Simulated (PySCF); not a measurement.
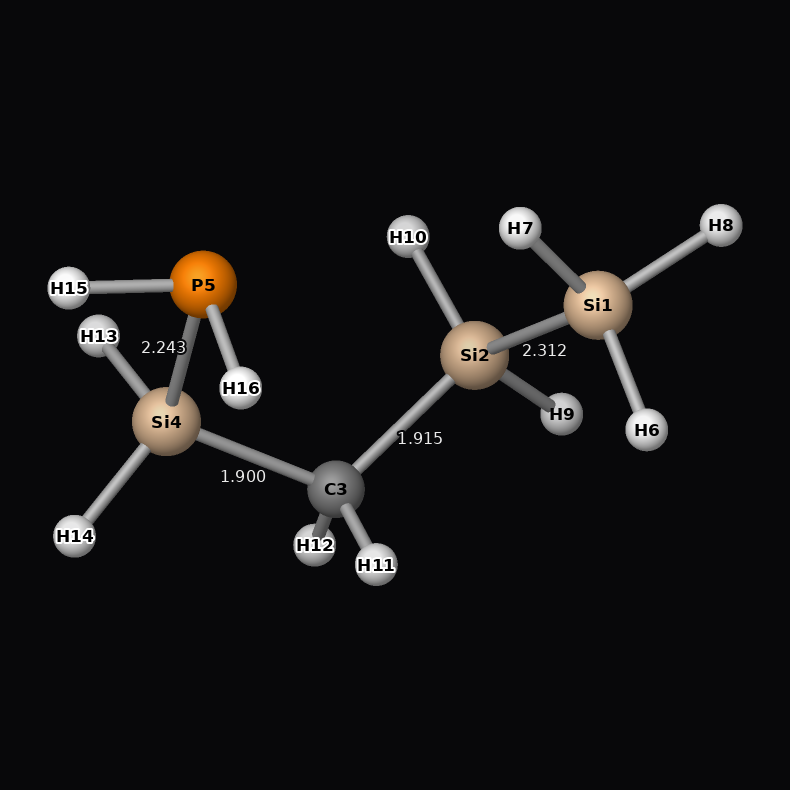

The numbers beside the sticks are distances in Å. Sticks don't show bond order. Computed geometry: GFN2-xTB optimisation. No frequency run is at hand to confirm it as a minimum.

> Assign a bond order to each marked bond.

Si1–Si2 single; Si2–C3 single; C3–Si4 single; Si4–P5 single.

> Write the SMILES.

[SiH3][SiH2]C[SiH2]P
